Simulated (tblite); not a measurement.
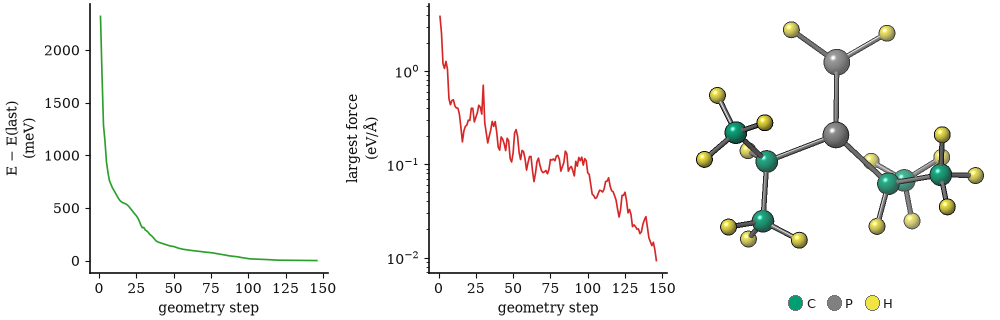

Beside the plot: the molecule at the start.

History of a geometry optimisation.

System: C6H16P2 (SMILES CC(C)P(P)C(C)C).
Method: GFN2-xTB geometry optimisation, gas phase (tblite 0.8.0).

> How did the optimisation end?

The optimisation met its thresholds at geometry 146, counting the start as the first. The energy fell by about 2300 meV from the first step to the last. The largest force goes from about 3.9 eV/Å at the start to 9 × 10⁻³ eV/Å at the end.
